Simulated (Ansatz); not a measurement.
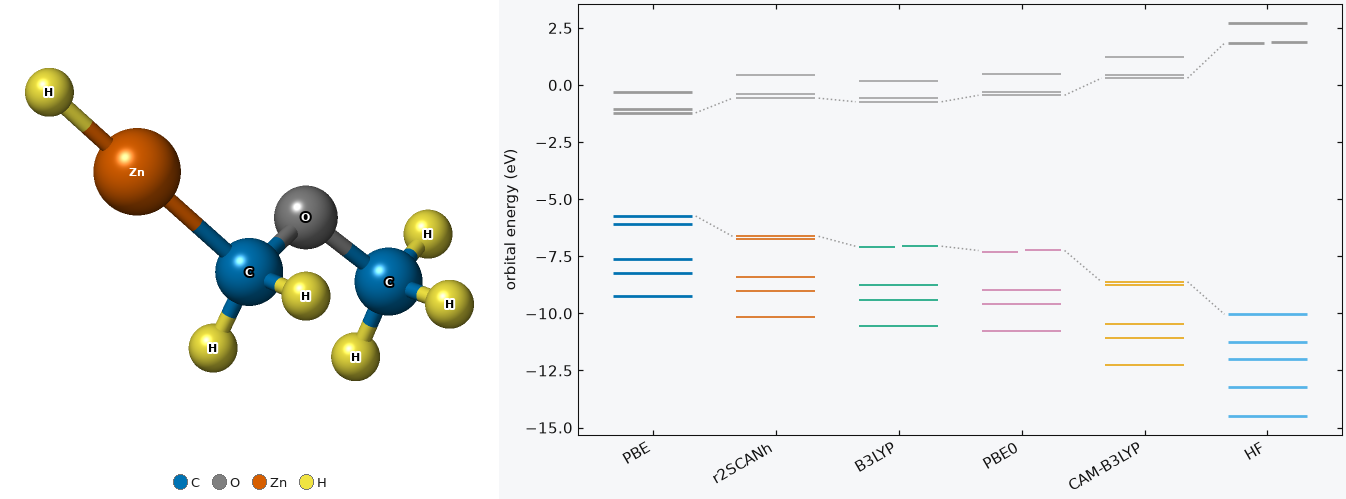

Frontier orbital energies of C₂H₆OZn, SMILES CO[CH2][ZnH], singlet at one geometry, def2-TZVPP, the Ansatz code, at a PBE0-D4/def2-TZVP geometry (a minimum by its frequencies). Empty levels are grey, levels within 0.1 eV stand side by side; all columns show the same few orbitals around the gap. Dotted lines join the HOMOs and the LUMOs.

How do the frontier levels move from column to column?

Answer. The separation grows from 4.52 eV (PBE) to 11.87 eV (HF).

```csv
level,HOMO (eV),LUMO (eV),separation (eV)
PBE,−5.74,−1.22,4.52
r2SCANh,−6.63,−0.58,6.05
B3LYP,−7.06,−0.73,6.33
PBE0,−7.25,−0.45,6.80
CAM-B3LYP,−8.62,0.30,8.91
HF,−10.04,1.83,11.87
```

Limits of at least one run: empty levels above zero depend strongly on the basis; no scalar relativity up to krypton; one conformer of a flexible molecule.
